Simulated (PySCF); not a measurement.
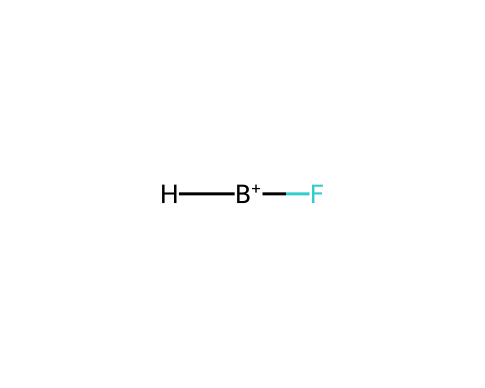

The drawing above gives the connectivity. Charge +1, singlet. The geometry was computed by an optimisation with PBE0-D3(BJ)/def2-TZVP. No frequency run is at hand to confirm it as a minimum.

Describe the 3D structure.

The species is BFH(+). As SMILES it reads `[BH+]F`. Among its groups: B–H bond. The point group is C∞v. All atoms lie on one line. Coordination: 1 B linear.

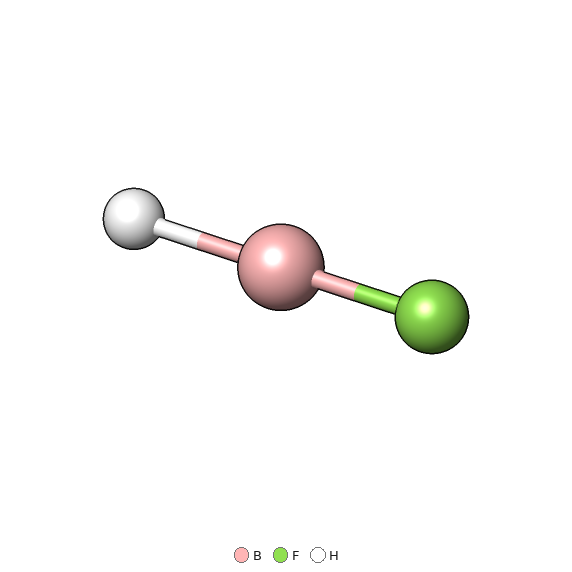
